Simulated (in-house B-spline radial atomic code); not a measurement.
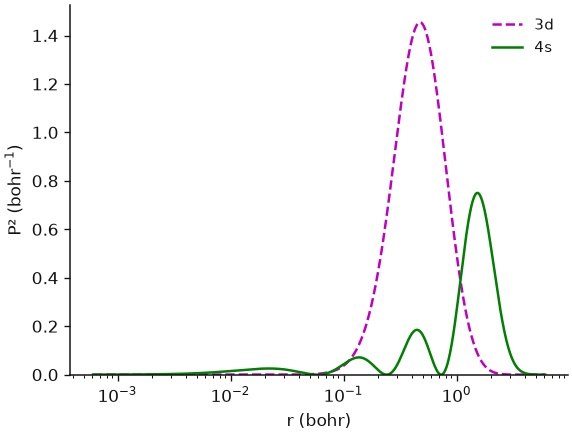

System: the As³⁺ ion, configuration [Ar] 3d10 4s2. Level of theory: scalar-relativistic (spin-free one-electron X2C) LDA (Slater, VWN5), spin-polarised, spherical fractional occupations, Fermi nucleus, basis-set limit. Computed with an in-house B-spline radial code. Radial functions and radii carry no picture-change correction.

The plot shows the radial probability densities P² of 3d and 4s.

What does the plot show?

3d: outer maximum at 0.475 bohr, ⟨r⟩ = 0.673 bohr, 0 nodes, eigenvalue −75.3 eV; 4s: outer maximum at 1.53 bohr, ⟨r⟩ = 1.74 bohr, 3 nodes, eigenvalue −44.8 eV.
